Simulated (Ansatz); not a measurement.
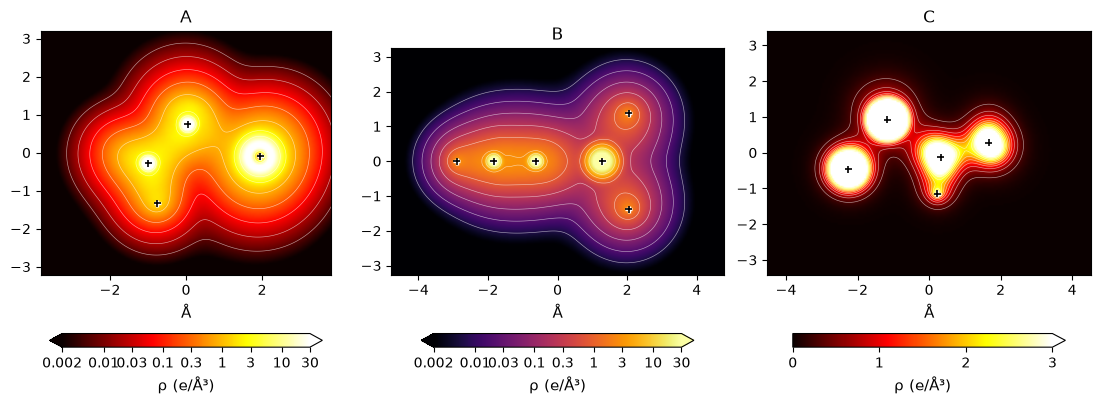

The electron density of 3 systems, each on a plane through atoms (crosses mark nuclei in the plane).

These are results of isolated molecule in a Gaussian basis; Kohn-Sham density functional theory, functional PBE0 (Ansatz 0.2.0), not measurements.

System 1: C₂H₃I, the plane of atoms C1, C2 and I3. Geometry: PBE0-D4/def2-TZVP; core potentials replace the inner electrons of I.

```xyz
6

C     1.1667   -1.4990    1.1527
C     0.7169   -0.2191    1.7177
I    -0.4705   -0.5091    3.3980
H     0.5722   -1.5605    0.2227
H     1.0496   -2.4312    1.7120
H     2.1945   -1.3709    0.7909
```

System 2: FGeH₃N₂, the plane of atoms Ge2, N4 and H7. Geometry: r2SCAN-D4/def2-SVP.

```xyz
7

F    -2.2736   -1.4262   -2.6363
Ge   -2.8435   -1.5036   -0.9623
N    -1.4877    0.2887    0.9007
N    -1.7158   -0.1746   -0.4141
H    -1.5983   -0.4877    1.5540
H    -2.1948    0.9856    1.1476
H    -1.0667    0.2478   -1.0819
```

System 3: C₂H₃Al (SMILES C#[C][AlH2]), the molecular plane. Geometry: r2SCAN-D4/def2-TZVP.

| atom | x (Å) | y (Å) | z (Å) |
| --- | --- | --- | --- |
| C | -0.0120 | -2.0545 | -0.0854 |
| C | -0.0932 | -0.8854 | 0.2324 |
| Al | -0.2201 | 0.9474 | 0.7313 |
| H | 1.1092 | 1.7625 | 0.9796 |
| H | -1.6504 | 1.5988 | 0.8827 |
| H | 0.0601 | -3.0807 | -0.3653 |

**Match each panel to its system.**

Panel A is system 1, C₂H₃I: the plane holds C, I and H. C–C (1.47 Å): ρ is about 1.9 e/Å³ halfway. Panel B is system 3, C₂H₃Al: the plane holds C, Al and H. C–C (1.21 Å): the density is about 2.8 e/Å³ at the midpoint. Panel C is system 2, FGeH₃N₂: the plane holds F, Ge, N and H. N–N (1.41 Å): ρ is about 2.1 e/Å³ halfway.
